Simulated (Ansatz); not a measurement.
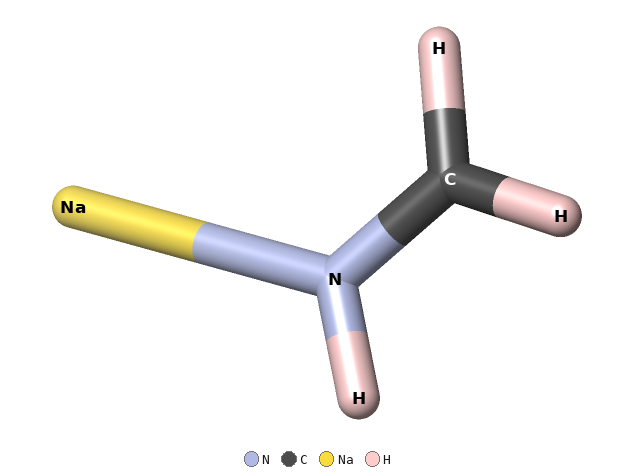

A stick model of a molecule.

Charge 0, doublet.

What does the picture show?

It has 6 atoms: 1 carbon, 3 hydrogen, 1 nitrogen and 1 sodium (CH3NNa). The point group is Cs. It is an open-shell species. All atoms lie on one plane. Coordination: 1 N trigonal planar; 1 C trigonal planar.

The parts below concern this one geometry. Atoms keep their numbers from picture to picture. Computed geometry: PBE0-D4/def2-TZVP optimisation. No frequency run is at hand to confirm it as a minimum.

## Geometry

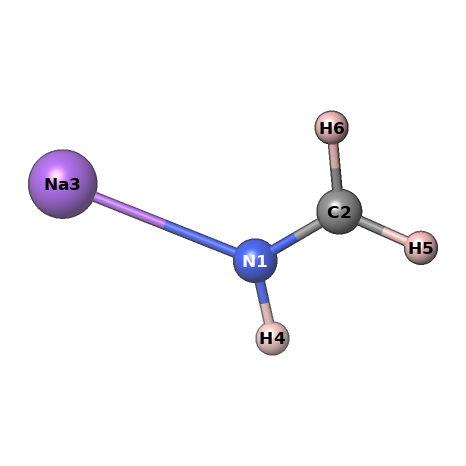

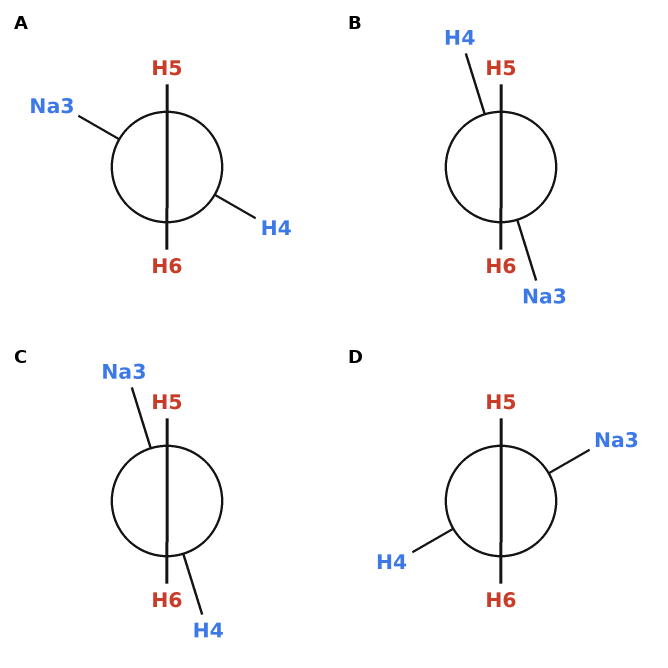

Distant atoms are faded towards the background colour. Bonds that would overlap in a projection are set slightly apart. No frequency run is at hand to confirm it as a minimum.

**Which Newman projection shows the view along C2–N1, with C2 in front?**

B. The torsion angle H5–C2–N1–Na3 is 180°, antiperiplanar (anti).

## Electronic properties

No frequency run is at hand to confirm it as a minimum. Method: UHF-CCSD(T), frozen core/def2-TZVPP (Ansatz 0.2.0).

**Give the ⟨S²⟩ of the determinant at this level.**

0.751.

**Estimate the T1 diagnostic.**

0.014.

## Charges

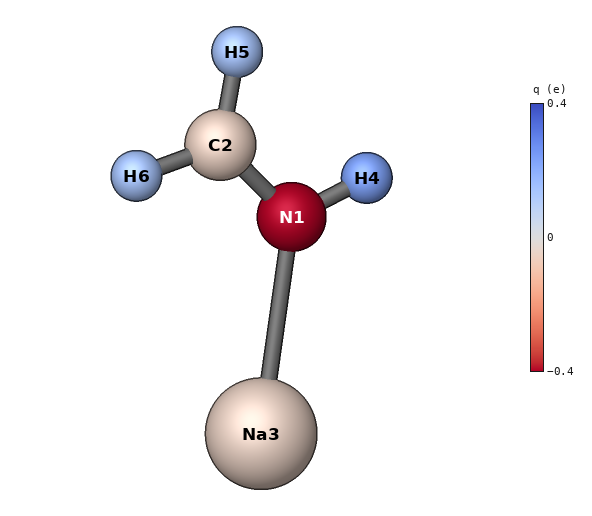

Atoms are coloured by their Mulliken charges. No frequency run is at hand to confirm it as a minimum. Method: UKS PBE0-D4/def2-TZVP (Ansatz 0.2.0).

Give the Mulliken charges atom by atom.

```tsv
atom	value (e)
N1	−0.40
C2	−0.05
Na3	−0.05
H4	0.23
H5	0.13
H6	0.14
```

## Dipole moment

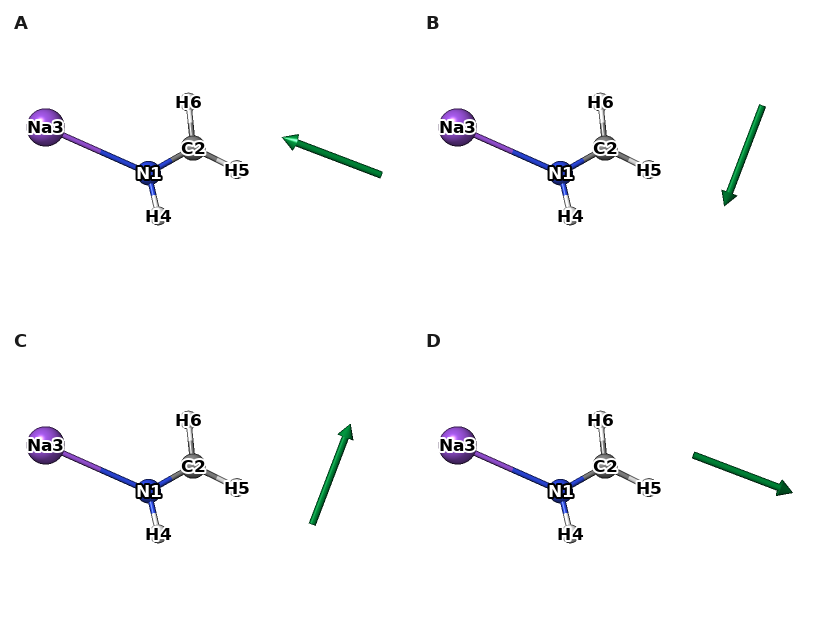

The same molecule four times, each with an arrow. No frequency run is at hand to confirm it as a minimum. Level of theory: UKS PBE0-D4/def2-TZVP (Ansatz 0.2.0).

**Which arrow points along the dipole moment, from the negative to the positive end?**

D. The dipole moment is 5.36 D; it points from the side of Na3 to the side of H5 (the outermost atoms at the two ends).

Mulliken values depend strongly on the basis set and can even reverse the polarity of a bond.
